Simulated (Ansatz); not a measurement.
# Direct or indirect: GaAs (F-43m)

```xyz
2
Lattice="0.0000 2.8268 2.8268 2.8268 0.0000 2.8268 2.8268 2.8268 0.0000" Properties=species:S:1:pos:R:3 pbc="T T T"
As    4.2403    4.2403    4.2403
Ga    0.0000    0.0000    0.0000
```

Method: Ansatz, PBE, independent particles, without spin-orbit coupling, line width 0.15 eV (Gaussian). The band structure gives a fundamental gap of 0.51 eV. The spectrum of vertical transitions near the edge:

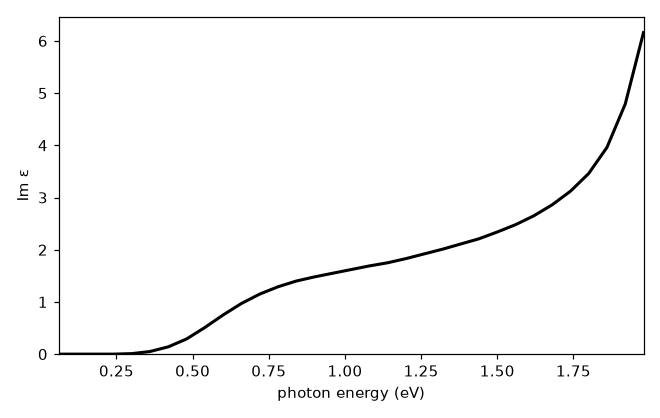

Question: Is the gap direct or indirect, and about where do vertical transitions set in?

Answer: Direct: the band path has its least direct gap at the fundamental one, 0.51 eV, and the curves rise from there. Lines are broadened by 0.15 eV, which spreads the edge.

[Logs are printed without paths, hosts, clocks, repeated set-up lines and the standing remarks that a program may print on its own settings, such as how far it seeks lower states.]
